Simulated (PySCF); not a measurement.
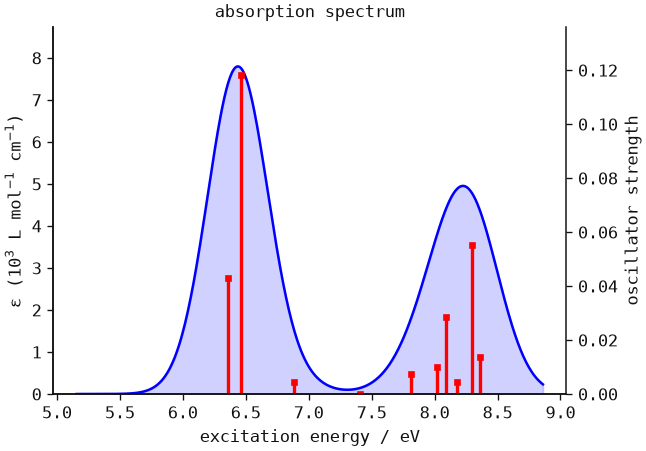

Vertical TDDFT excitations, LC-wPBE/def2-SVPD in PySCF, at a PBE0-D3(BJ)/def2-SVP geometry (no frequency check), gas phase. Only the first 10 singlet excitations are included; each is broadened by a Gaussian of 1/e half-width 0.33 eV. Sticks give oscillator strengths (right axis).

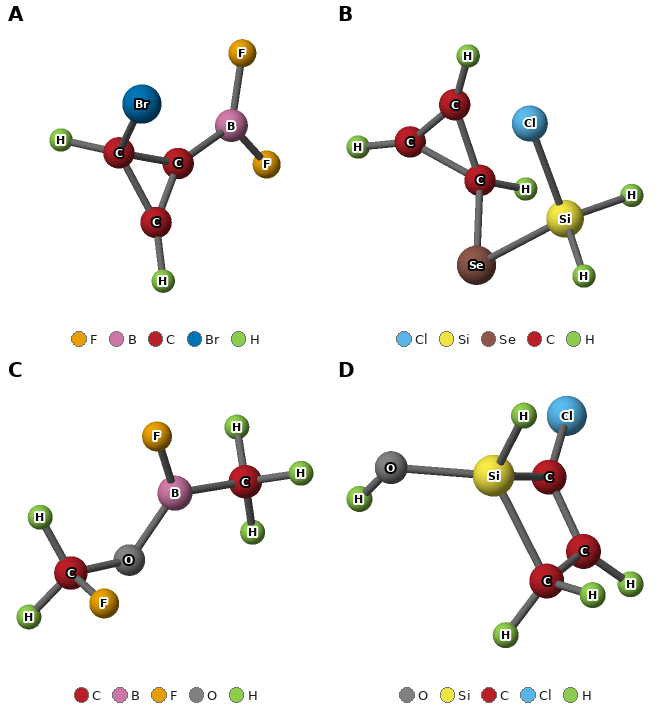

Whose absorption spectrum is this? The candidates are drawn in the second picture.

Structure D, C₃H₅ClOSi, SMILES O[Si@H]1CC=C1Cl. Its lowest singlet lies at 6.36 eV (f = 0.043) and the brightest of those computed is S2 at 6.46 eV (192 nm), f = 0.118, mainly HOMO → LUMO (53 %).

Note: core orbitals are frozen in the response.
